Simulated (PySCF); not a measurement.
# C3H6BN (SMILES C#[N+][BH2-]C=C) at TPSSh/aug-cc-pVDZ

Aim: the vertical ionisation energy of C3H6BN at TPSSh/aug-cc-pVDZ, from 2 runs. The job is set up through a Python script.

Program for the calculation: PySCF 2.14.0.

**1. Starting point**

C3H6BN has 11 atoms, charge 0, and is taken as a singlet. SMILES: `C#[N+][BH2-]C=C`. The shape is that of a GFN2-xTB optimisation. This is one conformer, not always the lowest.

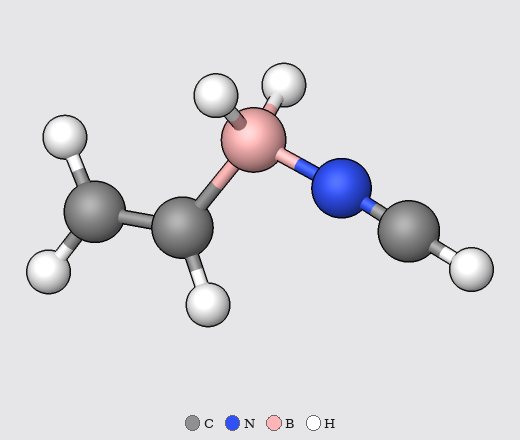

Viewed from a chosen angle; carbon grey, nitrogen blue, boron pink, hydrogen white.

**2. The energy at TPSSh/aug-cc-pVDZ**

File run.py:

```python
# C#[N+][BH2-]C=C
from pyscf import gto, dft

mol = gto.M(
    atom=[
    ('C', (-1.257840, 1.864650, 1.402330)),
    ('N', (-0.710810, 0.885090, 1.155660)),
    ('B', (-0.006810, -0.316460, 0.759530)),
    ('C', (0.277290, -0.194750, -0.825380)),
    ('C', (0.909520, -1.109830, -1.538340)),
    ('H', (-1.767970, 2.751570, 1.645310)),
    ('H', (-0.735090, -1.221240, 1.027410)),
    ('H', (0.994510, -0.331840, 1.405980)),
    ('H', (-0.073970, 0.694170, -1.343370)),
    ('H', (1.283570, -2.016020, -1.089780)),
    ('H', (1.087600, -1.005340, -2.599350)),
],
    charge=0,
    basis='aug-cc-pvdz',
    max_memory=1860,
    verbose=3,
)

ks = dft.RKS(mol, xc='tpssh')
ks.grids.level = 2
ks.conv_tol = 1e-10
ks.kernel()
if not ks.converged:
    ks = ks.newton().run(ks.mo_coeff, ks.mo_occ)

e_tot = ks.e_tot
print(f'total energy: {e_tot:.8f} hartree')
```

Command:

```
OMP_NUM_THREADS=1 python run.py
```

The program printed:

```text
converged SCF energy = -197.497051633951
total energy: -197.49705163 hartree
```

Wall time 44 s (1 thread of Arm Neoverse V2, shared host); peak memory 1.4 GiB.

**3. The doublet cation**

File input.py:

```python
from pyscf import gto, dft

mol = gto.M(
    atom=[
    ('C', (-1.257840, 1.864650, 1.402330)),
    ('N', (-0.710810, 0.885090, 1.155660)),
    ('B', (-0.006810, -0.316460, 0.759530)),
    ('C', (0.277290, -0.194750, -0.825380)),
    ('C', (0.909520, -1.109830, -1.538340)),
    ('H', (-1.767970, 2.751570, 1.645310)),
    ('H', (-0.735090, -1.221240, 1.027410)),
    ('H', (0.994510, -0.331840, 1.405980)),
    ('H', (-0.073970, 0.694170, -1.343370)),
    ('H', (1.283570, -2.016020, -1.089780)),
    ('H', (1.087600, -1.005340, -2.599350)),
],
    spin=1,
    verbose=3,
    max_memory=1860,
    charge=1,
    basis='aug-cc-pvdz',
)

calc0 = dft.UKS(mol)
calc0.xc = 'tpssh'
calc0.grids.level = 2
calc0.conv_tol = 1e-10
calc0.kernel()
if not calc0.converged:
    calc0 = calc0.newton().run(calc0.mo_coeff, calc0.mo_occ)

etot = calc0.e_tot
print('E = %.10f Eh' % etot)
```

Command:

```
OMP_NUM_THREADS=1 python input.py
```

The program printed:

```text
WARN: HOMO -0.311787216981131 >= LUMO -0.31178721698113

converged SCF energy = -197.185519192157  <S^2> = 0.75507132  2S+1 = 2.0050649
E = -197.1855191922 Eh
```

Run time: 96 s. Hardware: 1 thread of Arm Neoverse V2, shared host; peak memory 1.4 GiB.

**4. What came out**

At TPSSh/aug-cc-pVDZ:

| quantity | value |
| --- | --- |
| singlet C3H6BN: total energy | -197.49705 Eh |
| singlet C3H6BN: dipole moment | 5.55 D |
| singlet C3H6BN: HOMO energy | -5.90 eV |
| singlet C3H6BN: LUMO energy | -1.73 eV |
| singlet C3H6BN: HOMO–LUMO gap | 4.17 eV |
| doublet cation: total energy | -197.18552 Eh |
| doublet cation: HOMO energy (highest over α and β) | -13.10 eV |
| doublet cation: LUMO energy (lowest over α and β) | -11.03 eV |
| doublet cation: ⟨S²⟩ | 0.755 |
| vertical ionisation energy (to the doublet cation) | 8.477 eV |

The vertical ionisation energy comes to 8.48 eV (818 kJ/mol). −ε(HOMO) before ionisation, 5.90 eV, is 2.58 eV below this ionisation energy. Mulliken charges (doublet cation) run from -0.86 on B3 to +0.93 on C4; in a basis this large or diffuse they mean little.
